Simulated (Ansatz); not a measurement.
# B2FH3OS: the cost of one run

The runs use Ansatz 0.2.0, Gaussian basis; the settings change from run to run.

## (1) The relaxed structure

The structure was relaxed beforehand with PBE0-D4 in a triple-zeta def2 set.

8 atoms, charge 0, spin multiplicity 1.

Atoms are counted from 1 here; the program's logs count them from 0.

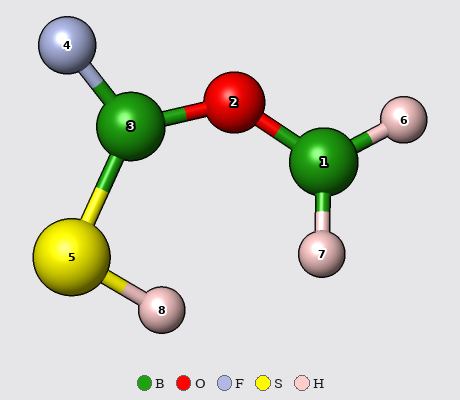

The geometry (boron green, oxygen red, fluorine light blue, sulfur yellow, hydrogen pink); atoms are numbered from 1 in the order of the file.

Geometry (Å):

```xyz
8
charge 0, multiplicity 1
B     0.32171    1.20908    0.59743
O     0.66644   -0.09881    0.63452
B     0.30576   -1.17151   -0.13140
F     1.05916   -2.25335   -0.02412
S    -1.10540   -1.27565   -1.25221
H     0.74622    1.91697    1.46089
H    -0.38160    1.62959   -0.28195
H    -1.52009   -0.01341   -1.05887
```

## (2) revPBE0/cc-pVTZ

This run has high accuracy.

The input, in.yaml:

```yaml
crystal:
  periodic: [false, false, false]
  atoms:
    - {symbol: B, position_ang: [0.321707, 1.209076, 0.597430]}
    - {symbol: O, position_ang: [0.666438, -0.098807, 0.634523]}
    - {symbol: B, position_ang: [0.305763, -1.171510, -0.131399]}
    - {symbol: F, position_ang: [1.059162, -2.253347, -0.024118]}
    - {symbol: S, position_ang: [-1.105399, -1.275653, -1.252209]}
    - {symbol: H, position_ang: [0.746220, 1.916966, 1.460890]}
    - {symbol: H, position_ang: [-0.381600, 1.629587, -0.281947]}
    - {symbol: H, position_ang: [-1.520093, -0.013413, -1.058869]}
basis:
  gaussian: {orbitals: cc-pVTZ}
hamiltonian: {xc: {name: revPBE0}}
accuracy: high
```

The run is started by

```bash
$ ansatz run in.yaml --threads 2 --pin off --events-out ev --progress --plain --max-ram 4352MiB
```

What time and memory should one allow on 2 threads of Arm Neoverse V2, shared host?

About 12 s, with a peak of 1 GiB.
